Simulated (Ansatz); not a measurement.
# C2H6AlFOSi: one species, many methods

Aim: compute C2H6AlFOSi with functionals from several rungs and with coupled cluster, and see how far each lands from CCSD(T) at the basis-set limit for the atomisation energy.

Computed with Ansatz 0.2.0, Gaussian basis. Level: functionals in def2-TZVPP, the program's frozen cores in correlated methods.

Levels to be run: LDA (SPW92), PBE-D4, revPBE-D4, BLYP-D4, r2SCAN-D4, B97M-V, PBE0-D4, B3LYP-D4, r2SCANh-D4, r2SCAN0-D4, HSE06-D4, BHLYP-D4, CAM-B3LYP-D4, LC-ωPBE, ωB97X-V, ωB97M-V, B2PLYP, PBE-QIDH; CCSD(T)/def2-SVP; CCSD(T)/def2-TZVPP; MP2/def2-QZVPP; extrapolation to the limit; RPA on PBE.

### 1 The relaxed structure

All runs share one geometry, relaxed beforehand with PBE0-D4 in a triple-zeta def2 set.

12 atoms, charge 0, spin multiplicity 1.

Atoms are counted from 1 here; the program's logs count them from 0.

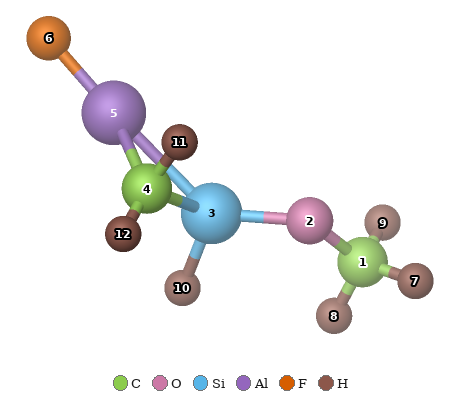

The geometry (carbon green, oxygen pink, silicon blue, aluminium purple, fluorine orange, hydrogen brown); atoms are numbered from 1 in the order of the file.

### 2 LDA

This LDA is Slater exchange with PW92 correlation.

Input file in.yaml:

```yaml
crystal:
  periodic: [false, false, false]
  atoms:
    - {symbol: C, position_ang: [0.371020, -1.845190, 1.559594]}
    - {symbol: O, position_ang: [-0.324620, -0.794748, 0.928229]}
    - {symbol: Si, position_ang: [0.270603, 0.133963, -0.284103]}
    - {symbol: C, position_ang: [-0.945182, 1.061487, -1.392324]}
    - {symbol: Al, position_ang: [0.363211, 2.393164, -0.820500]}
    - {symbol: F, position_ang: [0.628727, 4.002650, -1.050469]}
    - {symbol: H, position_ang: [-0.360059, -2.551406, 1.957222]}
    - {symbol: H, position_ang: [1.026367, -2.376133, 0.859645]}
    - {symbol: H, position_ang: [0.977323, -1.466103, 2.388012]}
    - {symbol: H, position_ang: [1.222565, -0.691571, -1.088144]}
    - {symbol: H, position_ang: [-1.753237, 1.452203, -0.741019]}
    - {symbol: H, position_ang: [-1.399718, 0.626584, -2.282143]}
basis:
  gaussian: {orbitals: def2-TZVPP}
hamiltonian: {xc: lda}
output: {orbitals: {seedname: orbitals}}
```

The run is started by

```
$ ansatz run in.yaml --threads 4 --pin off --events-out ev --progress --plain --max-ram 10444MiB
```

The runs that follow: PBE-D4 (GGA); revPBE-D4 (GGA); BLYP-D4 (GGA); r2SCAN-D4 (meta-GGA); B97M-V (meta-GGA); B3LYP-D4 (hybrid); r2SCANh-D4 (hybrid); r2SCAN0-D4 (hybrid); HSE06-D4 (hybrid); BHLYP-D4 (hybrid); CAM-B3LYP-D4 (range-separated); LC-ωPBE (range-separated); ωB97X-V (range-separated); ωB97M-V (range-separated); B2PLYP (double hybrid); PBE-QIDH (double hybrid); CCSD(T) in def2-SVP; CCSD(T) in def2-TZVPP; MP2 in def2-QZVPP; RPA on PBE orbitals.

Before running them: what should the planned runs give, taken together? Wanted: atomisation energy, CCSD(T)/CBS; farthest beyond LDA; mean size of error, GGA; mean size of error, meta-GGA; mean size of error, hybrid; mean size of error, range-separated; mean size of error, double hybrid; gap, smallest and largest; T1 diagnostic.

As calculated:

| quantity | value |
| --- | --- |
| atomisation energy, CCSD(T)/CBS | 4452.0 kJ/mol |
| functionals within 22.3 kJ/mol (0.5 %) | r2SCAN-D4, B97M-V, PBE0-D4, r2SCANh-D4, HSE06-D4, CAM-B3LYP-D4, LC-ωPBE, ωB97X-V, ωB97M-V |
| farthest beyond LDA | BHLYP-D4 (-161.8 kJ/mol) |
| mean size of error, GGA | 50.7 kJ/mol |
| mean size of error, meta-GGA | 14.6 kJ/mol |
| mean size of error, hybrid | 52.9 kJ/mol |
| mean size of error, range-separated | 6.9 kJ/mol |
| mean size of error, double hybrid | 52.2 kJ/mol |
| gap, smallest and largest | 2.93 eV (LDA (SPW92)), 9.32 eV (LC-ωPBE) |
| T1 diagnostic | 0.0136 |
| triples share of the correlation energy | 3.7 % |

What this shows: The LDA atomisation energy is off by 634.6 kJ/mol (14 %): it overbinds. PBE-D4 misses by +65.5 kJ/mol. Double hybrids carry the basis error of their MP2 part in triple zeta, and no dispersion term here, so their miss is partly the set-up's. The rungs range-separated, meta-GGA miss on average by less than the doubt on the reference (22.3 kJ/mol), so they tie. Misses under about 22.3 kJ/mol are within the doubt on the reference itself, which lacks core-valence correlation, relativity and higher excitations. Hartree-Fock recovers 72 % of the binding; the rest is correlation. CCSD(T) in def2-SVP is off by -291.7 kJ/mol, so the small basis spoils what the method gains. The gap grows from 2.9 to 9.3 eV across the functionals, mostly with the share of exact exchange.
